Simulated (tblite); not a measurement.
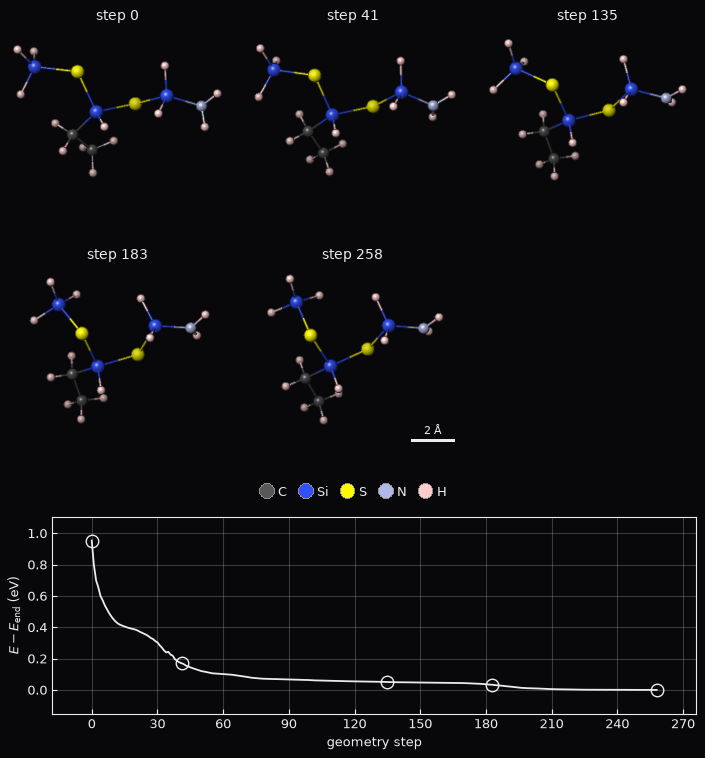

Frames of a relaxation of C$_{2}$H$_{13}$NS$_{2}$Si$_{3}$, marked on the history of the run. A ball-and-stick model, seen at a tilt.

These are results of GFN2-xTB geometry optimisation, gas phase in tblite 0.8.0, not measurements. 

Describe the path.

Answer. The energy falls by 0.953 eV in 258 geometry steps. An H atom moves most after the best rigid fit: 2.45 Å. Largest moves by element: H 2.45 Å, S 1.44 Å, Si 1.28 Å, N 1.03 Å, C 0.72 Å. Among the contacts that change: N–Si 1.779 → 1.709 Å, C–H 1.139 → 1.091 Å, C–Si 1.858 → 1.893 Å, H–Si 1.484 → 1.453 Å. Bond angles that change, for instance: Si–N–H 107.6° → 119.9°, S–Si–N 111.2° → 101.2°, Si–S–Si 113.7° → 103.9°. Groups turn about S–Si by about 60°, C–C by about 55°, S–Si by about 50°. The run took 5.8 s on 1 thread of Arm Neoverse N1, with other jobs on the host. From step 0 to 41: an H atom moves most (1.00 Å), energy −0.783 eV. From step 41 to 135: H atoms move most (0.71 Å), energy −0.120 eV. From step 135 to 183: an H atom moves most (1.15 Å), energy −0.018 eV. From step 183 to 258: an H atom moves most (0.46 Å), energy −0.033 eV.

```csv
step,"E − E(0), eV"
0,0.0000
1,-0.1561
2,-0.2540
3,-0.2978
4,-0.3531
5,-0.3809
6,-0.4139
7,-0.4396
8,-0.4641
9,-0.4850
10,-0.5029
23,-0.5886
36,-0.7278
49,-0.8289
62,-0.8533
75,-0.8779
88,-0.8854
101,-0.8917
114,-0.8967
127,-0.8996
141,-0.9043
154,-0.9066
167,-0.9085
180,-0.9167
193,-0.9343
206,-0.9457
219,-0.9510
232,-0.9521
245,-0.9527
258,-0.9533
```
